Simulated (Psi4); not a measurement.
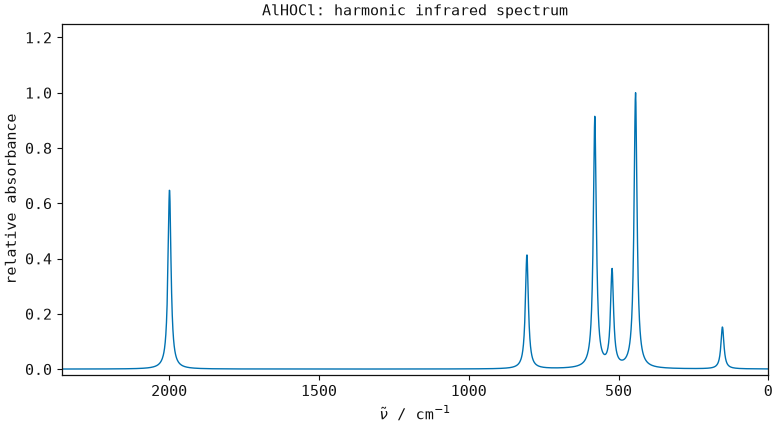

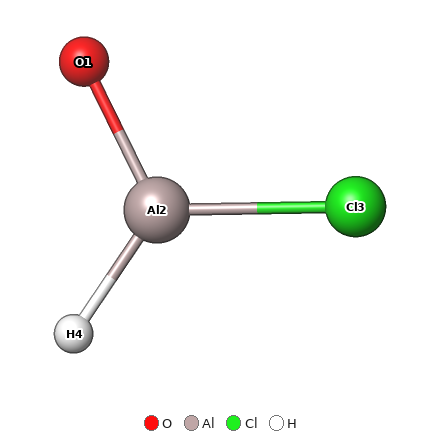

Infrared spectrum of AlHOCl, SMILES [O][AlH][Cl], doublet. Unscaled harmonic wavenumbers and double-harmonic intensities, TPSS/def2-SVP (dispersion D4) in Psi4 1.11, at a geometry relaxed at this level, isolated molecule. Lorentzian lines of 12 cm⁻¹ full width. Close modes add up in the curve.

> Which lines are the most intense?

443.1 cm⁻¹ (135.5 km/mol), 579.0 cm⁻¹ (123.8 km/mol) and 1998.8 cm⁻¹ (88.6 km/mol).

> List the modes.

```tsv
cm⁻¹	km/mol
153.1	20.7
443.1	135.5
521.5	47.4
579.0	123.8
805.8	56.2
1998.8	88.6
```

Note: double-zeta basis.
